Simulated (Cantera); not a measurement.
Feed: 1 mol SiHCl3, 110 mol H2, equilibrated at 1.00 bar.

Cantera equilibrium calculation (NASA polynomials, part measured and part estimated; ideal gas, pure solids and liquids). Candidate condensed phases: Si; 19 gas species. The tables' values for SiCl, SiCl3 are old estimates; treat these amounts as uncertain. Gases not in the tables: Si2H6 and higher silanes. Rates play no part.

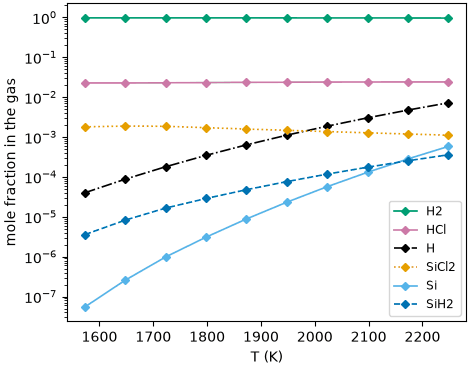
Equilibrium gas composition (values under 1e-9 drawn at 1e-9)

Task: Read off the mole fractions at 1948 K.

Result: H2 about 0.97, HCl about 0.024, SiCl2 about 0.0015, H about 0.0011, SiH2 about 7.6e-5, Si about 2.3e-5.
